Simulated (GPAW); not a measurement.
# WSe2 (P6_3/mmc): G0W0 with GPAW, start to end, part 2 of 2

How does a plane-wave GW calculation on WSe2 (P6_3/mmc) run from the first input to the gap?

GPAW 26.7.0; PBE and many-body steps on it, plane waves. Known limits of the many-body steps: not at the basis limit; no spin-orbit coupling; coarse k mesh.

So far. Step 3 (Bands along the symmetry lines): The gap is 0.966 eV, −0.095 eV from the run before at this level. Step 4 (Empty states on the mesh, 6×6×1 mesh, 171 bands): On this mesh the gap is 0.966 eV.

The database entry behind the starting cell differs from later determinations by our own check (a about 0.2 % long), so it need not match the best structure at ambient conditions.

## Step 5: Screening and self-energy, 6×6×1 mesh, 161 bands, screening to 70 eV

Now the one-shot GW correction: screening in the RPA, then the self-energy of the levels asked for.

This step: G0W0 on PBE, plane waves, PAW.

Contents of run.py:

```python
import json
import numpy as np
from gpaw.mpi import world
from gpaw.response.g0w0 import G0W0

gw = G0W0('full.gpw',
    filename='gw',
    kpts=[0, 2, 4],
    bands=(24, 28),
    ecut=70,
    nbands=161,
    integrate_gamma='WS',
    ppa=True)
gw.calculate()
res = {mode: {k: v for k, v in r.items() if k != 'sigma_eskwn'}
       for mode, r in gw.all_results.items()}

if world.rank == 0:
    with open('result.json', 'w') as f:
        json.dump(res, f, default=lambda x: x.tolist())
```

Started as:

```console
$ mpirun -n 8 gpaw python run.py
```

Numbers of over 12 decimals in the logs are rounded to 6 here.

What it wrote:

```text
Using integrator: PointIntegrator
FrequencyGridDescriptor(from 0.000+0.000j to 0.000+27.211j eV, 2 points)
Nonperiodic BCs:  [False False False]
Using integrator: PointIntegrator
FrequencyGridDescriptor(from 0.000+0.000j to 0.000+27.211j eV, 2 points)
Nonperiodic BCs:  [False False False]
  ___  _ _ _
 |   || | | |
 | | || | | |
 |__ ||_____|
 |___|

BZ k-points: Symmetries present (total): 12

  [... matrices ...]
36 k-points: 6 x 6 x 1 Monkhorst-Pack grid + [1/12,1/12,0.000000]
7 k-points in the irreducible part of the Brillouin zone
       k-points in crystal coordinates                weights
   0:     0.00000000    0.00000000    0.00000000          1/36
   1:     0.16666667    0.00000000    0.00000000          6/36
   2:     0.33333333   -0.16666667    0.00000000          6/36
   3:     0.33333333    0.00000000    0.00000000          6/36
   4:     0.33333333    0.33333333    0.00000000          2/36
   5:     0.50000000    0.33333333    0.00000000         12/36
   6:     0.50000000    0.50000000    0.00000000          3/36

Distributing spins, k-points and bands (1 x 3 x 4) over 8 processes
Number of blocks: 1

Quasi particle states:
k-points (IBZ indices): [0, 2, 4]
Band range: (24, 28)
  [... matrices ...]
Computational parameters:
Plane wave cut-off: 70 eV
Number of bands: 161
Coulomb cutoff: None
Broadening: 0.1 eV

fxc modes: GW
Kernel: RPA
Using Godby-Needs plasmon-pole approximation:
  Fitting energy: i*E0, E0 = 1.000 Hartree
Summing all q:

Calculating screened Coulomb potential
No Coulomb truncation
FrequencyGridDescriptor(from 0.000+0.000j to 0.000+27.211j eV, 2 points)
Removing empty qpoint cache files...

Calculating chi0 body with:
    Ground state adapter containing:
    Number of spins: 1
    Number of kpoints: 36
    Number of irreducible kpoints: 7
    Number of completely occupied states: 26
    Number of partially occupied states: 26
    Occupied states memory: 8.2265625 M / cpu

    Linear response parametrization:
    q_c: [1.3877787807814457e-17, 1.3877787807814457e-17, 0.0]
    Number of frequency points: 2
    Planewave cutoff: 70.0
    Number of bands: 161
    Number of planewaves: 161
    Broadening (eta): 1e-06
    comm.size: 8
    kncomm.size: 8
    blockcomm.size: 1

    Memory estimate of potentially large arrays:
        chi0_wGG: 0.791046 M / cpu
Integrating chi0 body.

Symmetries of q_c:
    Direct symmetries (Uq -> q): 12
    Indirect symmetries (TUq -> q): 0
In total 12 allowed symmetries.

  [... matrices ...]
7 groups of equivalent kpoints. 80.555556% reduction.

Integral kind: response function
Integrating chi0 head and wings.

Symmetries of q_c:
    Direct symmetries (Uq -> q): 12
    Indirect symmetries (TUq -> q): 0
In total 12 allowed symmetries.

  [... matrices ...]
7 groups of equivalent kpoints. 80.555556% reduction.

Integral kind: response function wings

Calculating chi0 body with:
    Ground state adapter containing:
    Number of spins: 1
    Number of kpoints: 36
    Number of irreducible kpoints: 7
    Number of completely occupied states: 26
    Number of partially occupied states: 26
[... the further q-points ...]

Results:
f:      Occupation numbers
eps:     KS-eigenvalues [eV]
vxc:     KS vxc [eV]
exx:     Exact exchange [eV]
sigma:   Self-energies [eV]
dsigma:  Self-energy derivatives
Z:       Renormalization factors
qp:      QP-energies [eV]

k-point 0 (0): (0.000, 0.000, 0.000)                GW
band       f     eps     vxc     exx   sigma  dsigma       Z      qp
                                                                   GW
  24   1.000   7.640 -15.898 -18.139   2.096  -0.249   0.801   7.523
  25   1.000   8.714 -18.769 -19.320   0.905  -0.262   0.792   8.993
  26   0.000  11.344 -18.203 -13.909  -3.357  -0.253   0.798  12.092
  27   0.000  11.344 -18.203 -13.909  -3.357  -0.253   0.798  12.092

k-point 1 (2): (0.333, -0.167, 0.000)                GW
band       f     eps     vxc     exx   sigma  dsigma       Z      qp
                                                                   GW
  24   1.000   7.563 -17.961 -19.279   1.526  -0.270   0.787   7.727
  25   1.000   7.603 -18.019 -19.358   1.547  -0.268   0.788   7.767
  26   0.000   9.680 -16.784 -13.055  -3.073  -0.251   0.799  10.205
  27   0.000  10.566 -18.430 -14.192  -3.368  -0.262   0.792  11.255

k-point 2 (4): (0.333, 0.333, 0.000)                GW
band       f     eps     vxc     exx   sigma  dsigma       Z      qp
                                                                   GW
  24   1.000   8.260 -17.417 -18.066   0.852  -0.263   0.792   8.420
  25   1.000   8.504 -18.205 -18.716   0.804  -0.264   0.791   8.736
  26   0.000  10.028 -19.690 -15.623  -3.119  -0.267   0.789  10.777
  27   0.000  10.028 -19.690 -15.623  -3.119  -0.267   0.789  10.777
```

The job ended after 75 s (8 MPI ranks of Arm Neoverse N1, shared host; peak memory 2.7 GiB; 10 min of CPU time).

Numbers from this step:

```yaml
g0w0_gap_on_the_points_computed: 1.212 eV
least_direct_g0w0_gap_on_the_computed_points: 2.041 eV
z_at_the_valence_top: 0.7922
z_at_the_conduction_bottom: 0.7991
starting_gap_on_the_mesh: 0.9662 eV
k_of_the_valence_top: 0, 0, 0
k_of_the_conduction_bottom: 0.3333, -0.1667, 0
```

The gap on the mesh goes from 0.97 eV to 1.21 eV, a correction of +0.25 eV. The start differs from the 1.06 eV found before because the two sample other k points.

Limits: finite bands, cutoff and mesh; no spin-orbit coupling; coarse k mesh. v1 is the top filled band, c1 the lowest empty one. Levels before and after the correction, in eV, zero at the valence-band top of each column:

```
           conduction bottom  valence top
Kohn-Sham               0.97         0.00
     G0W0               1.21         0.00
```

```
                         level  energy (eV)
Kohn-Sham                 Γ v2       -1.074
Kohn-Sham                 Γ v1        0.000
Kohn-Sham              Γ c1-c2        2.630
Kohn-Sham  (0.333 -0.167 0) v2       -1.151
Kohn-Sham  (0.333 -0.167 0) v1       -1.111
Kohn-Sham  (0.333 -0.167 0) c1        0.966
Kohn-Sham  (0.333 -0.167 0) c2        1.852
     G0W0                 Γ v2       -1.470
     G0W0                 Γ v1        0.000
     G0W0              Γ c1-c2        3.098
     G0W0  (0.333 -0.167 0) v2       -1.267
     G0W0  (0.333 -0.167 0) v1       -1.227
     G0W0  (0.333 -0.167 0) c1        1.212
     G0W0  (0.333 -0.167 0) c2        2.262
```

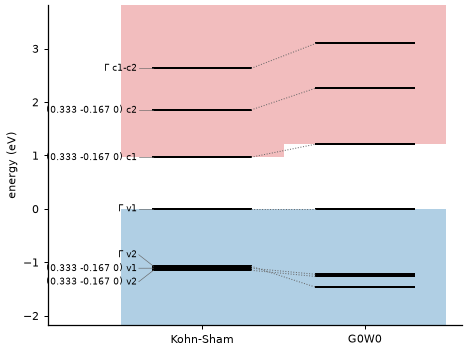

Levels before and after the correction. Shaded: valence and conduction bands.

## Step 6: Where the time went

Times are wall times on 8 MPI ranks of Arm Neoverse N1, shared host, good to a factor of about two.

```
                          step  time  share  memory (GiB)
                  ground state  17 s   11 %           1.5
bands along the symmetry lines  29 s   18 %           1.7
      empty states on the mesh  38 s   24 %           1.5
     screening and self-energy  75 s   47 %           2.7
```

## Step 7: Results

```
PBE gap              : 0.97 eV, indirect
G0W0 gap on the mesh : 1.21 eV
GW settings          : 6×6×1 mesh, 161 bands, screening to 70 eV, Godby-Needs plasmon pole
known limits         : not at the basis limit; no spin-orbit coupling; coarse k mesh
```

**Reading.** G0W0 moves the gap on the mesh from 0.97 eV to 1.21 eV (+0.25 eV), with Z of 0.79 and 0.80 at the edges. Only 3 of the mesh's irreducible points were corrected, so a valley elsewhere could overtake. The dearest step here is «screening and self-energy». Bands and cutoff are finite, so the gap is not at the basis limit. The miss can reach some tenths of an eV and take either sign; the mesh is an error of its own. These stock PAW sets were not made for GW; the filled d or f shell of Se and W lies in the frozen core, which bears on start and correction. In the G0W0 run levels were corrected at 3 k points alone, so a gap called «on the mesh» is the least over those, and an edge elsewhere would be missed. The 6×6×1 mesh is coarse for this cell, which bears on the long-range parts of exchange and screening. The many-body steps are scalar-relativistic: spin-orbit coupling is not in them.

[Paths, hosts, dates, memory and timing lines, banners, echoed tables and standing remarks are left out of the program output.]

[Logs are printed without paths, hosts, clocks, repeated set-up lines and the standing remarks that a program may print on its own settings, such as how far it seeks lower states.]

[Runs of the session that timed out or met a known fault of the program may be left out.]

[Hosts, paths, dates, database ids (printed as entryN), source tags and the programs' standing remarks are cut or masked in the printed files.]
